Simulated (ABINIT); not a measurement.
# Diamond (Fd-3m, 2 atoms a cell): G0W0 with ABINIT, start to end

Wanted: ground state, empty states, screening and self-energy for Diamond (Fd-3m, 2 atoms a cell).

Main program and level: ABINIT 10.8.3; PBE and many-body steps on it, plane waves.

**What was measured.**

- Gap 5.5 eV: band gap, experimental literature value; bulk crystal (quoted in “Fermi level pinning by defects can explain the large reported carbon 1s binding energy variations in diamond”, 2019, arxiv:1902.02958).

- Gap 5.47 eV: experimental band gap used as input; bulk crystal (quoted in “Enhanced Electron Emission Performance and Air‐Surface Stability in ScO‐Terminated Diamond for Thermionic Energy Converters”, 2024, pmc:11600692).

Most raw output is cut from this account.

### 1. The starting structure

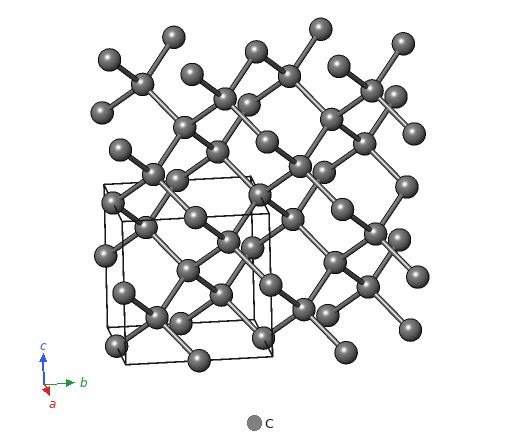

The cell as given, slightly off an axis (carbon grey). 1×2×2 cells are drawn. This picture shows the conventional cell, with its axes. Some periodic images of atoms are drawn too.

The cell and positions come from the Crystallography Open Database and are kept as given unless a step says otherwise.

### 2. Ground state

This step: ABINIT 10.8.3; DFT, PBE, plane waves, norm-conserving pseudopotentials.

The ground-state density comes first.

The input, run.abi:

```
acell 3*1.0 Angstrom
rprim 
  -0.000000000000 1.783370000000 1.783370000000
  1.783370000000 -0.000000000000 1.783370000000
  1.783370000000 1.783370000000 0.000000000000
ntypat 1
znucl 6
natom 2
typat 1 1
xred 
  -0.000000000000 0.000000000000 0.000000000000
  0.250000000000 0.250000000000 0.250000000000
pp_dirpath "pseudos"
pseudos "C.upf"
ecut 37
ngkpt 10 10 10
nshiftk 1
shiftk 0 0 0
kptopt 1
chksymbreak 0
nband 9
occopt 1
tolvrs 1e-10
nstep 60
prtwf 0
optforces 0
optstress 0
indata_prefix "in"
outdata_prefix "out"
tmpdata_prefix "tmp"
```

Launch:

```
$ OMP_NUM_THREADS=1 mpirun -n 8 abinit run.abi > log
```

Elapsed: 3.8 s, on 8 MPI ranks of Arm Neoverse N1, shared host; peak memory 0.46 GiB; 29 s of CPU time.

This step gave:

```yaml
total_energy: -327.5546 eV
gap: 4.229 eV
k_of_the_valence_top: 0, 0, 0
k_of_the_conduction_bottom: 0.4, 0.4, 0
least_direct_gap: 5.626 eV
```

The gap is indirect, with the least direct gap 1.40 eV higher.

### 3. Bands along the symmetry lines

Levels along a band path, at the cheap level, show where the edges lie and whether the meshes to come will hold them.

The input, run.abi:

```
acell 3*1.0 Angstrom
rprim 
  -0.000000000000 1.783370000000 1.783370000000
  1.783370000000 -0.000000000000 1.783370000000
  1.783370000000 1.783370000000 0.000000000000
ntypat 1
znucl 6
natom 2
typat 1 1
xred 
  -0.000000000000 0.000000000000 0.000000000000
  0.250000000000 0.250000000000 0.250000000000
pp_dirpath "pseudos"
pseudos "C.upf"
ecut 37
iscf -2
irdden 1
kptopt 0
nkpt 50
kpt 
  0.00000000 0.00000000 0.00000000
  0.06250000 0.00000000 0.06250000
  0.12500000 0.00000000 0.12500000
  0.18750000 0.00000000 0.18750000
  0.25000000 0.00000000 0.25000000
  0.31250000 0.00000000 0.31250000
  0.37500000 0.00000000 0.37500000
  0.43750000 0.00000000 0.43750000
  0.50000000 0.00000000 0.50000000
  0.51562500 0.03125000 0.51562500
  0.53125000 0.06250000 0.53125000
  0.54687500 0.09375000 0.54687500
  0.56250000 0.12500000 0.56250000
  0.57812500 0.15625000 0.57812500
  0.59375000 0.18750000 0.59375000
  0.60937500 0.21875000 0.60937500
  0.62500000 0.25000000 0.62500000
  0.37500000 0.37500000 0.75000000
  0.32812500 0.32812500 0.65625000
  0.28125000 0.28125000 0.56250000
  0.23437500 0.23437500 0.46875000
  0.18750000 0.18750000 0.37500000
  0.14062500 0.14062500 0.28125000
  0.09375000 0.09375000 0.18750000
  0.04687500 0.04687500 0.09375000
  0.00000000 0.00000000 0.00000000
  0.06250000 0.06250000 0.06250000
  0.12500000 0.12500000 0.12500000
  0.18750000 0.18750000 0.18750000
  0.25000000 0.25000000 0.25000000
  0.31250000 0.31250000 0.31250000
  0.37500000 0.37500000 0.37500000
  0.43750000 0.43750000 0.43750000
  0.50000000 0.50000000 0.50000000
  0.50000000 0.46875000 0.53125000
  0.50000000 0.43750000 0.56250000
  0.50000000 0.40625000 0.59375000
  0.50000000 0.37500000 0.62500000
  0.50000000 0.34375000 0.65625000
  0.50000000 0.31250000 0.68750000
  0.50000000 0.28125000 0.71875000
  0.50000000 0.25000000 0.75000000
  0.50000000 0.21875000 0.71875000
  0.50000000 0.18750000 0.68750000
  0.50000000 0.15625000 0.65625000
  0.50000000 0.12500000 0.62500000
  0.50000000 0.09375000 0.59375000
  0.50000000 0.06250000 0.56250000
  0.50000000 0.03125000 0.53125000
  0.50000000 0.00000000 0.50000000
istwfk *1
nband 11
nbdbuf 2
tolwfr 1e-08
nstep 40
prtwf 0
prtvol 0
indata_prefix "in"
outdata_prefix "out"
tmpdata_prefix "tmp"
```

Elapsed: 3.1 s, on 8 MPI ranks; peak memory 0.42 GiB; 24 s of CPU time.

This step gave:

```yaml
gap: 4.190 eV
k_of_the_valence_top: 0, 0, 0
k_of_the_conduction_bottom: 0.375, 0, 0.375
least_direct_gap: 5.626 eV
```

The gap is 4.190 eV, −0.039 eV from the run before at this level.

The electronic bands at the labelled points (eV, zero at the top of the highest filled band; v1 is the highest filled band, c1 the lowest empty one):

```
    point      v4      v3     v2     v1     c1     c2     c3     c4
        Γ  -21.49    0.00   0.00   0.00   5.63   5.63   5.63  13.33
        X  -12.78  -12.78  -6.32  -6.32   4.83   4.83  16.82  16.82
        U  -12.99  -11.74  -9.33  -5.38   5.74  10.80  14.40  15.64
jump to K  -12.99  -11.74  -9.33  -5.38   5.74  10.80  14.40  15.64
        Γ  -21.49    0.00   0.00   0.00   5.63   5.63   5.63  13.33
        L  -15.71  -13.39  -2.81  -2.81   8.52   8.52   8.90  15.71
        W  -11.99  -11.99  -8.33  -8.33  10.68  10.68  12.35  12.35
        X  -12.78  -12.78  -6.32  -6.32   4.83   4.83  16.82  16.82
```

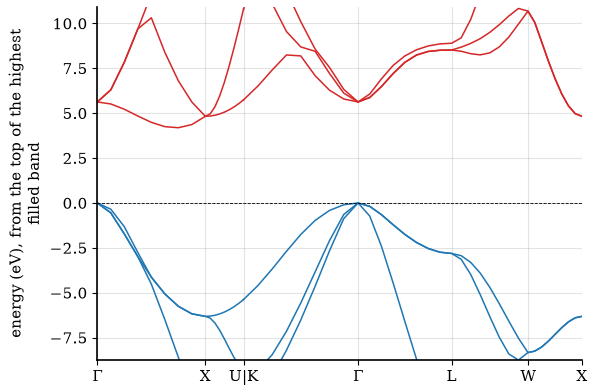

Electronic bands along the path; lines of filled and empty bands in two colours.

### 4. Empty states on the mesh, 6×6×6 mesh, 64 bands

The sums over transitions need many empty states on a uniform mesh; this step solves for them.

The input, run.abi:

```
acell 3*1.0 Angstrom
rprim 
  -0.000000000000 1.783370000000 1.783370000000
  1.783370000000 -0.000000000000 1.783370000000
  1.783370000000 1.783370000000 0.000000000000
ntypat 1
znucl 6
natom 2
typat 1 1
xred 
  -0.000000000000 0.000000000000 0.000000000000
  0.250000000000 0.250000000000 0.250000000000
pp_dirpath "pseudos"
pseudos "C.upf"
ecut 37
ngkpt 6 6 6
nshiftk 1
shiftk 0 0 0
kptopt 1
chksymbreak 0
irdden 1
istwfk *1
nband 64
prtvol 0
optdriver 6
gwr_task "HDIAGO"
paral_kgb 0
occopt 1
indata_prefix "in"
outdata_prefix "out"
tmpdata_prefix "tmp"
```

Elapsed: 4.8 s, on 8 MPI ranks; peak memory 0.59 GiB.

This step gave:

| Quantity | Value |
| --- | --- |
| gap | 4.207 eV |
| k of the valence top | 0, 0, 0 |
| k of the conduction bottom | 0.3333, 0.3333, 0 |
| least direct gap | 5.626 eV |
| k points computed | 16 |
| lowest point of the top converged band, above the valence top | 121.9261 eV |

On this mesh the gap is 4.207 eV.

### 5. Screening, 6×6×6 mesh, 56 bands, screening to 217.7 eV

The RPA dielectric matrix is built and inverted for each q.

This step: RPA screening on PBE, plane waves, norm-conserving pseudopotentials.

Edit run.abi of step 4 so:

```diff
@@ -20,10 +20,11 @@
 chksymbreak 0
-irdden 1
 istwfk *1
-nband 64
-prtvol 0
-optdriver 6
-gwr_task "HDIAGO"
-paral_kgb 0
 occopt 1
+irdwfk 1
+optdriver 3
+nband 56
+ecuteps 8
+inclvkb 2
+awtr 1
+symchi 1
 indata_prefix "in"
```

Run time: 10 s. Hardware: 8 MPI ranks; peak memory 0.7 GiB; 79 s of CPU time.

Numbers from this step:

| Property | Result |
| --- | --- |
| ε∞ with local fields, on this mesh, along the program's q direction | 5.755 |
| the same without local fields | 6.186 |
| plasma frequency | 31.18 eV |
| plane waves in the screening matrix | 65 |

Local fields lower ε∞ by 7 %. On a Γ-centred mesh this coarse the value itself is usually too large, while a short band sum pulls it down.

### 6. Self-energy, 6×6×6 mesh, 56 bands, screening to 217.7 eV

The self-energy is evaluated for the states that the input lists, and the levels follow from it, in one-shot runs by the linearised quasiparticle equation.

This step: G0W0 on PBE, plane waves, norm-conserving pseudopotentials.

Edit run.abi of step 5 so:

```diff
@@ -23,8 +23,17 @@
 irdwfk 1
-optdriver 3
+optdriver 4
 nband 56
+gwcalctyp 0
+ecutsigx 37
+symsigma 1
+nkptgw 2
+kptgw 
+  0.0000000000 0.0000000000 0.0000000000
+  0.3333333333 0.3333333333 0.0000000000
+bdgw 
+  2 7
+  3 6
 ecuteps 8
-inclvkb 2
-awtr 1
-symchi 1
+irdscr 1
+ppmodel 1
 indata_prefix "in"
```

Wall time 3.3 s (8 MPI ranks); peak memory 0.81 GiB; 25 s of CPU time.

Numbers from this step:

```yaml
g0w0_gap_on_the_points_computed: 5.481 eV
starting_gap_on_the_mesh: 4.207 eV
k_of_the_valence_top: 0, 0, 0
k_of_the_conduction_bottom: 0.3333, 0.3333, 0
z_at_the_valence_top: 0.831
z_at_the_conduction_bottom: 0.841
least_direct_g0w0_gap_on_the_computed_points: 7.357 eV
```

The gap on the mesh goes from 4.21 eV to 5.48 eV, a correction of +1.27 eV. The start differs from the 4.23 eV found before because the two sample other k points.

Limits: finite bands, cutoff and mesh; coarse k mesh. v1 is the top filled band, c1 the lowest empty one. The levels before and after the correction (eV, zero at the valence-band top of each column):

```
           conduction bottom  valence top
Kohn-Sham               4.21         0.00
     G0W0               5.48         0.00
```

```
                           level  energy (eV)
Kohn-Sham                Γ v3-v1        0.000
Kohn-Sham                Γ c1-c3        5.626
Kohn-Sham  (0.333 0.333 0) v2-v1       -5.324
Kohn-Sham     (0.333 0.333 0) c1        4.207
Kohn-Sham     (0.333 0.333 0) c2        7.817
     G0W0                Γ v3-v1        0.000
     G0W0                Γ c1-c3        7.357
     G0W0  (0.333 0.333 0) v2-v1       -5.690
     G0W0     (0.333 0.333 0) c1        5.481
     G0W0     (0.333 0.333 0) c2        9.061
```

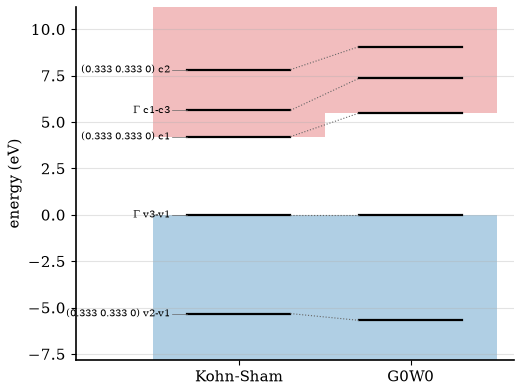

Levels before and after the correction. Shaded: valence and conduction bands.

### 7. Where the time went

Times are wall times on 8 MPI ranks of Arm Neoverse N1, shared host, good to a factor of about two.

```
                          step   time  share  memory (GiB)
                  ground state  3.8 s   15 %          0.46
bands along the symmetry lines  3.1 s   13 %          0.42
      empty states on the mesh  4.8 s   19 %          0.59
                     screening   10 s   40 %           0.7
                   self-energy  3.3 s   13 %          0.81
```

### 8. Outcome

```json
{"PBE gap": "4.19 eV, indirect", "G0W0 gap on the mesh": "5.48 eV", "GW settings": "6×6×6 mesh, 56 bands, screening to 217.7 eV, Godby-Needs plasmon pole", "known limits": "not at the basis limit; coarse k mesh"}
```

**Reading.** G0W0 moves the gap on the mesh from 4.21 eV to 5.48 eV (+1.27 eV), with Z of 0.83 and 0.84 at the edges. Local fields lower the RPA ε∞ on this mesh from 6.19 to 5.76; a Γ-centred mesh this coarse tends to raise both, most where the direct gap is narrow, while a short band sum lowers them. Only 2 of the mesh's irreducible points were corrected, so a valley elsewhere could overtake. The dearest step here is «screening». Against experiment, by G0W0@PBE: the gap of 5.46 eV lies −0.04 eV from the measured 5.5 eV (kind not stated, quoted 2019); the gap of 5.46 eV lies −0.01 eV from the measured 5.47 eV (kind not stated, quoted 2024). The calculation has static nuclei and no excitons; a measured gap holds zero-point and thermal motion, which mostly lowers it. Bands and cutoff are finite, so the gap is not at the basis limit. The miss can reach some tenths of an eV and take either sign; the mesh is an error of its own. In the G0W0 run levels were corrected at 2 k points alone, so a gap called «on the mesh» is the least over those, and an edge elsewhere would be missed. The 6×6×6 mesh is coarse for this cell, which bears on the long-range parts of exchange and screening.

[Paths, hosts, dates, memory and timing lines, banners, echoed tables and standing remarks are left out of the program output.]

[Logs are printed without paths, hosts, clocks, repeated set-up lines and the standing remarks that a program may print on its own settings, such as how far it seeks lower states.]

[Runs of the session that timed out or met a known fault of the program may be left out.]

[Hosts, paths, dates, database ids (printed as entryN), source tags and the programs' standing remarks are cut or masked in the printed files.]

[G0W0 gaps are taken among the corrected bands and points alone; a level outside them can change the order at an edge.]

[Where Ansatz stands beside ABINIT at settings called matched, ABINIT's density can come from a denser mesh and the files from another edition; pairs whose starting gaps differed by over 0.03 eV were left out, so agreement reads better than it is.]
